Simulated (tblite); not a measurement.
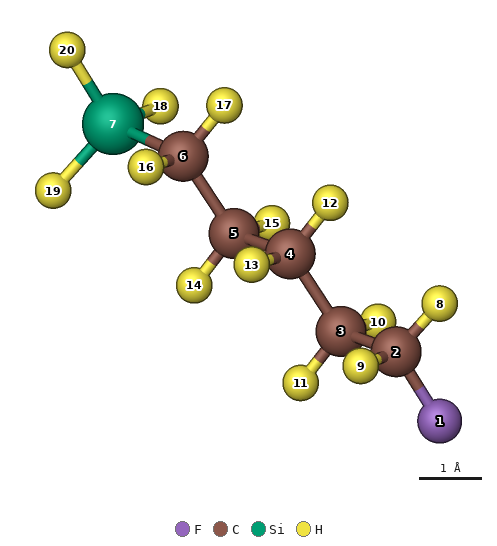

**Figure 1.** The starting structure (ball-and-stick view, seen at a tilt; atoms are numbered from 1 in the order of the input). Bond lengths as drawn: C–C 1.51 to 1.54 Å, C–F 1.37 Å, C–H 1.08 to 1.11 Å, C–Si 1.86 Å and H–Si 1.48 to 1.49 Å.

# C5H13FSi: geometry relaxation

System: C5H13FSi, SMILES FCCCCC[SiH3].
Method: GFN2-xTB geometry optimisation, gas phase (tblite 0.8.0).

**Input file**
```
{"job": {"xc": "GFN2-xTB", "basis": "xTB", "kind": "relax"}, "charge": 0, "multiplicity": 1}
F      4.318400    -0.325700     0.300100
C      3.213900     0.492500     0.335400
C      1.981700    -0.374200     0.229100
C      0.699100     0.479300     0.258900
C     -0.552000    -0.404100     0.153900
C     -1.832600     0.444100     0.185900
Si    -3.428800    -0.508800     0.045400
H      3.302600     1.206900    -0.475500
H      3.247900     1.030200     1.294100
H      2.016100    -0.944000    -0.703900
H      1.964600    -1.110700     1.034800
H      0.713300     1.200400    -0.547600
H      0.658900     1.037800     1.217100
H     -0.557600    -1.137800     0.959300
H     -0.512100    -0.961500    -0.790000
H     -1.853300     1.015000     1.137800
H     -1.796600     1.183600    -0.620800
H     -3.469600    -1.257700    -1.237400
H     -3.541600    -1.478000     1.174400
H     -4.577500     0.423500     0.109300
```

The first line tells a small driver script what to run in tblite; the rest is the geometry in Å.

Hardware: 1 CPU thread, shared host.

Launched with:
```bash
OMP_NUM_THREADS=1 python <driver script> task.json out
```

**Log**
```
step      E/eV     max force
  0    -647.52224    1.238
  1    -647.56997    0.411
  2    -647.57790    0.191
  3    -647.58205    0.148
  4    -647.58405    0.124
  5    -647.58548    0.085
  6    -647.58632    0.111
  7    -647.58699    0.083
  8    -647.58743    0.040
  9    -647.58770    0.032
 10    -647.58770    0.032
 11    -647.58780    0.026
 12    -647.58808    0.034
 13    -647.58817    0.030
 14    -647.58839    0.026
 15    -647.58851    0.025
 16    -647.58866    0.031
 17    -647.58881    0.038
 18    -647.58898    0.029
 19    -647.58914    0.025
 20    -647.58926    0.024
 21    -647.58934    0.023
 22    -647.58939    0.019
 23    -647.58944    0.015
 24    -647.58950    0.020
 25    -647.58956    0.018
 26    -647.58961    0.018
 27    -647.58966    0.013
 28    -647.58969    0.015
 29    -647.58972    0.013
 30    -647.58975    0.010
 31    -647.58976    0.008
 32    -647.58977    0.006
 33    -647.58978    0.006
 34    -647.58979    0.008
 35    -647.58981    0.009
 36    -647.58982    0.007
 37    -647.58984    0.008
 38    -647.58985    0.009
 39    -647.58986    0.009
 40    -647.58987    0.008
 41    -647.58988    0.007
 42    -647.58989    0.011
 43    -647.58990    0.012
 44    -647.58992    0.012
 45    -647.58994    0.013
 46    -647.58996    0.010
 47    -647.58998    0.009
 48    -647.58999    0.008
 49    -647.59000    0.007
 50    -647.59001    0.006
 51    -647.59002    0.005
 52    -647.59003    0.004
 53    -647.59003    0.004
```

**Trajectory as extended XYZ (Å, eV, eV/Å), 12 frames, from step=0 to step=53**
```
20
Properties=species:S:1:pos:R:3:forces:R:3 step=0 energy=-647.52224
F     4.3184   -0.3257    0.3001    0.2240   0.1410  -0.0400
C     3.2139    0.4925    0.3354    0.1200  -0.2360   0.5290
C     1.9817   -0.3742    0.2291   -0.7180   0.1310  -0.2430
C     0.6991    0.4793    0.2589    0.0700  -0.4720   0.8000
C    -0.5520   -0.4041    0.1539   -0.1120   0.3330  -0.3540
C    -1.8326    0.4441    0.1859    0.6540   0.4830   0.4810
Si   -3.4288   -0.5088    0.0454   -0.9200  -0.8290   0.0060
H     3.3026    1.2069   -0.4755    0.0410   0.1030  -0.3030
H     3.2479    1.0302    1.2941    0.0210  -0.0720  -0.0710
H     2.0161   -0.9440   -0.7039    0.0380   0.1010  -0.0380
H     1.9646   -1.1107    1.0348    0.0430   0.1370   0.1050
H     0.7133    1.2004   -0.5476    0.0120   0.1460  -0.2130
H     0.6589    1.0378    1.2171    0.0460  -0.2080  -0.4380
H    -0.5576   -1.1378    0.9593   -0.0330   0.0570   0.0810
H    -0.5121   -0.9615   -0.7900   -0.0230   0.0700   0.1030
H    -1.8533    1.0150    1.1378    0.1010  -0.1740  -0.4550
H    -1.7966    1.1836   -0.6208    0.1300  -0.0190   0.1130
H    -3.4696   -1.2577   -1.2374    0.0150   0.1880   0.3070
H    -3.5416   -1.4780    1.1744    0.0460   0.2790  -0.3410
H    -4.5775    0.4235    0.1093    0.2440  -0.1590  -0.0300
20
Properties=species:S:1:pos:R:3:forces:R:3 step=4 energy=-647.58405
F     4.3320   -0.3158    0.2992    0.0340   0.0650   0.0060
C     3.2144    0.4854    0.3439    0.0210   0.0030   0.0090
C     1.9652   -0.3740    0.2256    0.0620  -0.0070  -0.0070
C     0.6963    0.4688    0.2689    0.0020  -0.0120   0.0000
C    -0.5571   -0.3954    0.1490   -0.0550  -0.0120  -0.0170
C    -1.8280    0.4485    0.1927   -0.0420   0.0100  -0.0050
Si   -3.4522   -0.5335    0.0469    0.0970   0.0770  -0.0010
H     3.3038    1.2009   -0.4818   -0.0110  -0.0580  -0.0070
H     3.2498    1.0262    1.2966    0.0010  -0.0440   0.0000
H     2.0153   -0.9360   -0.7093   -0.0230   0.0310  -0.0340
H     1.9647   -1.1009    1.0402   -0.0240   0.0150   0.0420
H     0.7144    1.1964   -0.5454    0.0020   0.0050  -0.0360
H     0.6616    1.0301    1.2056    0.0050  -0.0100   0.0290
H    -0.5628   -1.1281    0.9589   -0.0520   0.0250   0.0360
H    -0.5148   -0.9554   -0.7878   -0.0340   0.0220  -0.0280
H    -1.8437    1.0154    1.1264    0.0370   0.0170  -0.0100
H    -1.7870    1.1851   -0.6132    0.0260   0.0140   0.0190
H    -3.4700   -1.2513   -1.2253   -0.0140  -0.0440  -0.0400
H    -3.5411   -1.4702    1.1618   -0.0190  -0.0870   0.0550
H    -4.5660    0.4145    0.1072   -0.0130  -0.0110  -0.0120
20
Properties=species:S:1:pos:R:3:forces:R:3 step=9 energy=-647.58770
F     4.3440   -0.3044    0.3006    0.0030  -0.0020   0.0030
C     3.2173    0.4834    0.3449   -0.0030   0.0000  -0.0070
C     1.9678   -0.3760    0.2256    0.0060  -0.0040   0.0020
C     0.6967    0.4669    0.2683    0.0080  -0.0020  -0.0050
C    -0.5611   -0.3947    0.1478    0.0080   0.0150   0.0050
C    -1.8275    0.4542    0.1929   -0.0130   0.0060  -0.0040
Si   -3.4462   -0.5344    0.0487   -0.0010  -0.0060   0.0020
H     3.3013    1.1924   -0.4855   -0.0080   0.0120   0.0070
H     3.2497    1.0198    1.2992   -0.0060   0.0100  -0.0070
H     2.0118   -0.9303   -0.7144    0.0050  -0.0200   0.0180
H     1.9607   -1.0974    1.0455   -0.0020  -0.0200  -0.0220
H     0.7148    1.1940   -0.5484    0.0030  -0.0100   0.0150
H     0.6627    1.0256    1.2074    0.0000  -0.0020  -0.0080
H    -0.5752   -1.1219    0.9632   -0.0120   0.0030  -0.0210
H    -0.5236   -0.9513   -0.7918   -0.0140   0.0000   0.0210
H    -1.8357    1.0210    1.1261    0.0050   0.0210   0.0110
H    -1.7815    1.1913   -0.6114   -0.0050   0.0210  -0.0070
H    -3.4720   -1.2566   -1.2262    0.0090   0.0000   0.0290
H    -3.5435   -1.4808    1.1634    0.0090   0.0040  -0.0300
H    -4.5657    0.4098    0.1044    0.0110  -0.0250  -0.0030
20
Properties=species:S:1:pos:R:3:forces:R:3 step=14 energy=-647.58839
F     4.3441   -0.3039    0.3011    0.0020   0.0120  -0.0020
C     3.2171    0.4833    0.3444   -0.0100  -0.0030   0.0040
C     1.9686   -0.3778    0.2256   -0.0070  -0.0120  -0.0040
C     0.6979    0.4657    0.2684   -0.0060  -0.0010   0.0000
C    -0.5622   -0.3916    0.1482   -0.0020  -0.0090  -0.0040
C    -1.8280    0.4587    0.1932    0.0070   0.0080   0.0030
Si   -3.4440   -0.5336    0.0491    0.0110   0.0050   0.0020
H     3.2994    1.1948   -0.4843   -0.0030  -0.0100  -0.0040
H     3.2482    1.0218    1.2975   -0.0040  -0.0030   0.0060
H     2.0132   -0.9354   -0.7119    0.0030   0.0010  -0.0160
H     1.9607   -1.1026    1.0420    0.0050  -0.0020   0.0160
H     0.7161    1.1932   -0.5470    0.0090   0.0010  -0.0090
H     0.6633    1.0254    1.2066    0.0100  -0.0040   0.0070
H    -0.5785   -1.1213    0.9606   -0.0110   0.0070   0.0210
H    -0.5271   -0.9513   -0.7889   -0.0080   0.0090  -0.0200
H    -1.8350    1.0255    1.1268   -0.0010   0.0170   0.0010
H    -1.7832    1.1957   -0.6117    0.0000   0.0120   0.0020
H    -3.4694   -1.2583   -1.2216    0.0130  -0.0140  -0.0160
H    -3.5412   -1.4824    1.1586    0.0110  -0.0190   0.0130
H    -4.5652    0.4049    0.1037   -0.0190   0.0050   0.0000
20
Properties=species:S:1:pos:R:3:forces:R:3 step=19 energy=-647.58914
F     4.3452   -0.2984    0.3014    0.0030  -0.0040   0.0030
C     3.2135    0.4820    0.3448    0.0110  -0.0010  -0.0020
C     1.9681   -0.3841    0.2250    0.0100   0.0070   0.0030
C     0.6989    0.4625    0.2680    0.0040  -0.0070  -0.0010
C    -0.5653   -0.3888    0.1481   -0.0160   0.0190   0.0030
C    -1.8278    0.4679    0.1945   -0.0160   0.0000  -0.0010
Si   -3.4401   -0.5330    0.0500   -0.0060  -0.0030  -0.0020
H     3.2946    1.1932   -0.4843   -0.0150  -0.0050  -0.0060
H     3.2436    1.0220    1.2974   -0.0150  -0.0130   0.0000
H     2.0153   -0.9406   -0.7138   -0.0070   0.0090   0.0070
H     1.9624   -1.1088    1.0423   -0.0040   0.0100  -0.0050
H     0.7212    1.1907   -0.5474    0.0010  -0.0100   0.0020
H     0.6679    1.0221    1.2068    0.0030  -0.0100  -0.0050
H    -0.5872   -1.1165    0.9631    0.0030   0.0110  -0.0170
H    -0.5352   -0.9471   -0.7908   -0.0010   0.0100   0.0180
H    -1.8337    1.0373    1.1273    0.0010  -0.0140  -0.0110
H    -1.7845    1.2057   -0.6105    0.0070  -0.0130   0.0060
H    -3.4597   -1.2641   -1.2195    0.0150   0.0150   0.0060
H    -3.5328   -1.4896    1.1556    0.0140   0.0150  -0.0010
H    -4.5696    0.3982    0.1025    0.0090  -0.0170   0.0000
20
Properties=species:S:1:pos:R:3:forces:R:3 step=24 energy=-647.58950
F     4.3466   -0.2966    0.3022   -0.0070   0.0020  -0.0010
C     3.2129    0.4808    0.3444   -0.0130  -0.0040  -0.0010
C     1.9683   -0.3863    0.2248   -0.0070  -0.0040  -0.0020
C     0.6995    0.4610    0.2679    0.0040   0.0070   0.0000
C    -0.5682   -0.3849    0.1485    0.0180  -0.0090   0.0000
C    -1.8295    0.4720    0.1947    0.0070  -0.0020  -0.0010
Si   -3.4380   -0.5331    0.0502   -0.0050  -0.0080  -0.0010
H     3.2894    1.1913   -0.4857    0.0050  -0.0020   0.0050
H     3.2385    1.0194    1.2977    0.0030   0.0010  -0.0020
H     2.0148   -0.9418   -0.7141   -0.0040  -0.0060  -0.0020
H     1.9623   -1.1101    1.0423   -0.0030  -0.0040   0.0000
H     0.7239    1.1881   -0.5479   -0.0020   0.0060   0.0020
H     0.6710    1.0193    1.2071   -0.0020   0.0090   0.0010
H    -0.5910   -1.1128    0.9622    0.0010  -0.0070   0.0080
H    -0.5396   -0.9433   -0.7895    0.0010  -0.0040  -0.0090
H    -1.8342    1.0406    1.1269   -0.0080   0.0060   0.0120
H    -1.7844    1.2086   -0.6102   -0.0030   0.0070  -0.0100
H    -3.4510   -1.2637   -1.2188    0.0100   0.0070  -0.0060
H    -3.5250   -1.4897    1.1556    0.0100   0.0090   0.0060
H    -4.5715    0.3918    0.1022   -0.0040  -0.0050   0.0010
20
Properties=species:S:1:pos:R:3:forces:R:3 step=28 energy=-647.58969
F     4.3460   -0.2958    0.3025   -0.0040  -0.0050  -0.0030
C     3.2107    0.4792    0.3439    0.0020   0.0010   0.0020
C     1.9669   -0.3884    0.2242    0.0000   0.0000   0.0000
C     0.7000    0.4615    0.2681   -0.0050  -0.0060  -0.0010
C    -0.5679   -0.3836    0.1489   -0.0120   0.0030   0.0000
C    -1.8290    0.4746    0.1947   -0.0070  -0.0020   0.0010
Si   -3.4358   -0.5335    0.0501    0.0020   0.0010  -0.0010
H     3.2868    1.1900   -0.4858    0.0040   0.0000   0.0010
H     3.2351    1.0176    1.2972    0.0020   0.0040   0.0000
H     2.0128   -0.9441   -0.7147   -0.0060  -0.0020   0.0010
H     1.9609   -1.1119    1.0421   -0.0060  -0.0030  -0.0020
H     0.7249    1.1884   -0.5481   -0.0020   0.0030   0.0080
H     0.6725    1.0199    1.2077   -0.0020   0.0020  -0.0090
H    -0.5924   -1.1120    0.9628    0.0060   0.0040  -0.0030
H    -0.5414   -0.9418   -0.7898    0.0090   0.0020   0.0040
H    -1.8368    1.0424    1.1281    0.0070   0.0030  -0.0120
H    -1.7852    1.2105   -0.6116    0.0040  -0.0010   0.0140
H    -3.4423   -1.2610   -1.2206    0.0020  -0.0010  -0.0030
H    -3.5169   -1.4872    1.1581    0.0040  -0.0010   0.0020
H    -4.5739    0.3857    0.1022   -0.0010  -0.0040  -0.0010
20
Properties=species:S:1:pos:R:3:forces:R:3 step=33 energy=-647.58978
F     4.3448   -0.2970    0.3022   -0.0040  -0.0030   0.0010
C     3.2099    0.4785    0.3440   -0.0020  -0.0020  -0.0010
C     1.9658   -0.3890    0.2241    0.0000   0.0030   0.0010
C     0.6993    0.4616    0.2681    0.0040   0.0050   0.0000
C    -0.5688   -0.3829    0.1490    0.0060   0.0000   0.0000
C    -1.8295    0.4754    0.1949    0.0020   0.0020   0.0000
Si   -3.4348   -0.5339    0.0498   -0.0040  -0.0040   0.0000
H     3.2866    1.1896   -0.4856    0.0010  -0.0040   0.0010
H     3.2343    1.0176    1.2971    0.0030  -0.0040  -0.0020
H     2.0107   -0.9453   -0.7146   -0.0020   0.0040   0.0010
H     1.9590   -1.1131    1.0416   -0.0030   0.0040  -0.0010
H     0.7247    1.1893   -0.5472   -0.0020   0.0000  -0.0030
H     0.6725    1.0207    1.2069   -0.0030   0.0000   0.0040
H    -0.5920   -1.1111    0.9628   -0.0010   0.0000   0.0020
H    -0.5405   -0.9411   -0.7894   -0.0010  -0.0010  -0.0010
H    -1.8365    1.0441    1.1273    0.0030   0.0010   0.0050
H    -1.7847    1.2118   -0.6103    0.0010   0.0030  -0.0040
H    -3.4382   -1.2602   -1.2218    0.0000  -0.0020   0.0030
H    -3.5124   -1.4863    1.1595    0.0020  -0.0020  -0.0040
H    -4.5754    0.3822    0.1020    0.0000  -0.0040  -0.0010
20
Properties=species:S:1:pos:R:3:forces:R:3 step=38 energy=-647.58985
F     4.3425   -0.3010    0.3020    0.0030  -0.0040  -0.0010
C     3.2095    0.4769    0.3438    0.0030   0.0000   0.0010
C     1.9642   -0.3880    0.2242   -0.0030  -0.0010  -0.0010
C     0.6989    0.4637    0.2683   -0.0060  -0.0020   0.0000
C    -0.5685   -0.3816    0.1492   -0.0050   0.0010   0.0000
C    -1.8291    0.4770    0.1950    0.0010  -0.0010   0.0000
Si   -3.4336   -0.5346    0.0496    0.0080   0.0040   0.0010
H     3.2871    1.1878   -0.4857    0.0040  -0.0010  -0.0030
H     3.2353    1.0161    1.2966    0.0030   0.0000   0.0040
H     2.0079   -0.9439   -0.7146    0.0000   0.0010  -0.0040
H     1.9557   -1.1124    1.0411    0.0010   0.0010   0.0040
H     0.7235    1.1907   -0.5476    0.0020   0.0030   0.0050
H     0.6712    1.0219    1.2078    0.0020   0.0040  -0.0040
H    -0.5919   -1.1096    0.9633   -0.0010   0.0030   0.0000
H    -0.5397   -0.9404   -0.7890   -0.0030   0.0030   0.0010
H    -1.8343    1.0456    1.1277   -0.0060  -0.0030  -0.0020
H    -1.7836    1.2138   -0.6102   -0.0040  -0.0030   0.0000
H    -3.4350   -1.2614   -1.2217    0.0000  -0.0020   0.0020
H    -3.5078   -1.4874    1.1592    0.0000  -0.0030  -0.0020
H    -4.5772    0.3775    0.1012    0.0010  -0.0010   0.0000
20
Properties=species:S:1:pos:R:3:forces:R:3 step=43 energy=-647.58990
F     4.3414   -0.3051    0.3017   -0.0040   0.0020   0.0010
C     3.2099    0.4755    0.3438    0.0000  -0.0010  -0.0010
C     1.9628   -0.3873    0.2241    0.0060   0.0020   0.0010
C     0.6980    0.4652    0.2685    0.0090   0.0020   0.0000
C    -0.5690   -0.3801    0.1493    0.0020   0.0040   0.0010
C    -1.8292    0.4783    0.1949   -0.0050   0.0010   0.0000
Si   -3.4317   -0.5351    0.0497   -0.0090  -0.0070  -0.0020
H     3.2889    1.1858   -0.4863    0.0040  -0.0030   0.0050
H     3.2370    1.0145    1.2970    0.0030  -0.0040  -0.0060
H     2.0058   -0.9427   -0.7153    0.0000   0.0000   0.0060
H     1.9537   -1.1115    1.0416    0.0000   0.0010  -0.0050
H     0.7232    1.1930   -0.5467    0.0000   0.0000  -0.0020
H     0.6709    1.0241    1.2075    0.0000   0.0000   0.0020
H    -0.5924   -1.1078    0.9637    0.0000   0.0000  -0.0010
H    -0.5404   -0.9390   -0.7888    0.0000   0.0010   0.0000
H    -1.8352    1.0463    1.1278   -0.0050   0.0030   0.0000
H    -1.7841    1.2148   -0.6104   -0.0030   0.0010   0.0000
H    -3.4325   -1.2630   -1.2208    0.0010  -0.0010  -0.0020
H    -3.5044   -1.4891    1.1582    0.0000  -0.0010   0.0020
H    -4.5780    0.3738    0.1007    0.0020   0.0010   0.0010
20
Properties=species:S:1:pos:R:3:forces:R:3 step=48 energy=-647.58999
F     4.3394   -0.3143    0.3011    0.0020  -0.0030   0.0000
C     3.2120    0.4720    0.3434    0.0000   0.0010   0.0000
C     1.9612   -0.3851    0.2241   -0.0050  -0.0020  -0.0020
C     0.6980    0.4699    0.2689   -0.0050  -0.0010   0.0010
C    -0.5696   -0.3756    0.1500    0.0000   0.0020   0.0000
C    -1.8318    0.4803    0.1949    0.0020   0.0000   0.0000
Si   -3.4310   -0.5391    0.0493    0.0060   0.0010   0.0000
H     3.2950    1.1819   -0.4863    0.0000   0.0030  -0.0030
H     3.2421    1.0106    1.2964    0.0010   0.0030   0.0040
H     2.0017   -0.9408   -0.7149    0.0010  -0.0020  -0.0050
H     1.9502   -1.1098    1.0408   -0.0010   0.0000   0.0030
H     0.7232    1.1981   -0.5460    0.0020  -0.0060  -0.0010
H     0.6712    1.0287    1.2080    0.0020  -0.0030   0.0020
H    -0.5930   -1.1036    0.9641    0.0050   0.0040   0.0010
H    -0.5415   -0.9350   -0.7879    0.0060   0.0050   0.0010
H    -1.8405    1.0487    1.1275   -0.0010   0.0010   0.0000
H    -1.7874    1.2166   -0.6105   -0.0070   0.0010  -0.0010
H    -3.4273   -1.2673   -1.2211   -0.0030   0.0000  -0.0020
H    -3.4983   -1.4936    1.1577   -0.0040   0.0010   0.0000
H    -4.5787    0.3679    0.1006   -0.0020  -0.0030   0.0010
20
Properties=species:S:1:pos:R:3:forces:R:3 step=53 energy=-647.59003
F     4.3385   -0.3184    0.3010   -0.0020   0.0010   0.0000
C     3.2127    0.4706    0.3432    0.0000  -0.0010   0.0000
C     1.9603   -0.3847    0.2239    0.0030   0.0010   0.0010
C     0.6979    0.4717    0.2693    0.0040   0.0000  -0.0010
C    -0.5698   -0.3731    0.1505    0.0010   0.0010   0.0000
C    -1.8329    0.4815    0.1950    0.0000   0.0000   0.0000
Si   -3.4301   -0.5408    0.0489   -0.0010   0.0000   0.0000
H     3.2974    1.1805   -0.4866   -0.0010  -0.0030   0.0020
H     3.2444    1.0092    1.2964   -0.0020  -0.0020  -0.0020
H     2.0003   -0.9404   -0.7154    0.0000   0.0020   0.0030
H     1.9486   -1.1092    1.0409    0.0000   0.0000  -0.0010
H     0.7238    1.1990   -0.5462    0.0010   0.0030   0.0010
H     0.6719    1.0299    1.2087    0.0020   0.0010  -0.0010
H    -0.5924   -1.1009    0.9647   -0.0010   0.0000   0.0000
H    -0.5406   -0.9321   -0.7875    0.0010   0.0000   0.0000
H    -1.8430    1.0501    1.1275    0.0010   0.0000  -0.0010
H    -1.7906    1.2176   -0.6108   -0.0010  -0.0010   0.0010
H    -3.4256   -1.2689   -1.2216   -0.0010   0.0010   0.0000
H    -3.4967   -1.4952    1.1576   -0.0020   0.0000   0.0000
H    -4.5793    0.3642    0.1007   -0.0020  -0.0030  -0.0010
```

**Summary**

```csv
quantity,value
outcome,converged
total energy,−647.5900 eV
peak memory,0.19 GiB
```
